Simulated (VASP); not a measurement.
Band structure of GaSe (space group P6_3/mmc). These are PBE GGA, VASP's PBE PAW potentials (set 64) (plane waves; VASP) values and carry that method's errors.

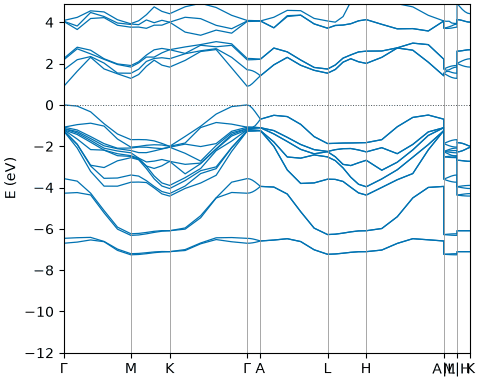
Figure. Bands along high-symmetry lines, zero at the valence-band maximum or, without a gap, the Fermi level

**Question.** Read the plot: is there a gap, and where are the band edges?

**Answer.** The gap is direct, 0.90 eV, from the valence maximum at Γ to the conduction minimum at Γ.

The structure comes from a computed database's GaSe entry, a phase known from measurement. The cell was not relaxed at this level.
